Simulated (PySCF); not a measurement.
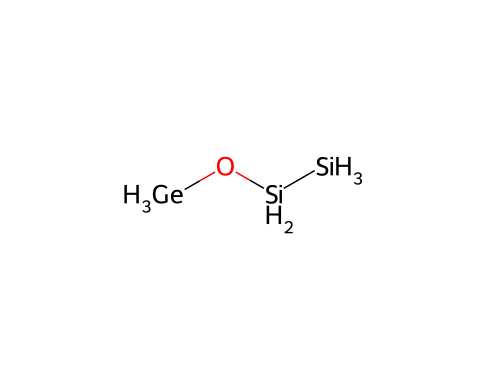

The drawing above gives the connectivity. Computed geometry: PBE0-D3(BJ)/def2-SVP optimisation. No frequency run is at hand to confirm it as a minimum.

What does the molecule look like in three dimensions?

The molecule is GeH8OSi2. SMILES: `[SiH3][SiH2][O][GeH3]`. Among its groups: Si–H bond, Si–O bond. The point group is C1. Coordination: 2 Si tetrahedral; 1 O bent; 1 Ge tetrahedral.

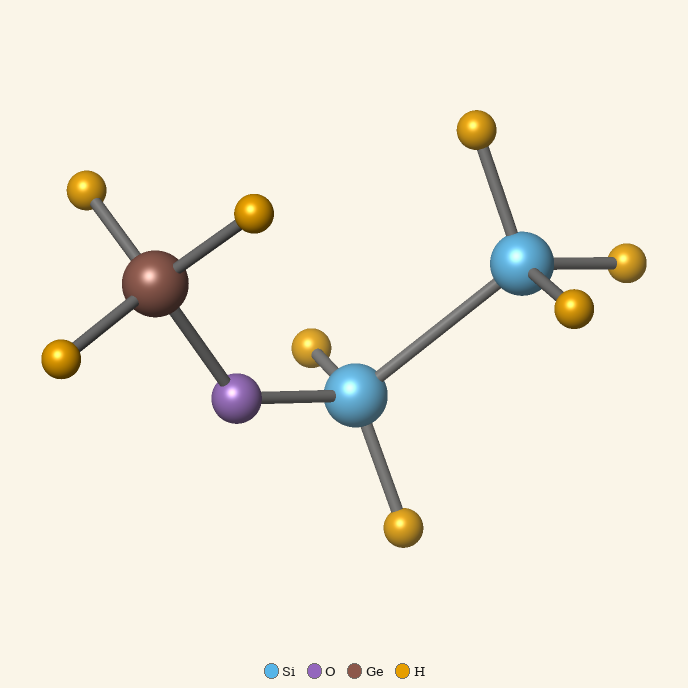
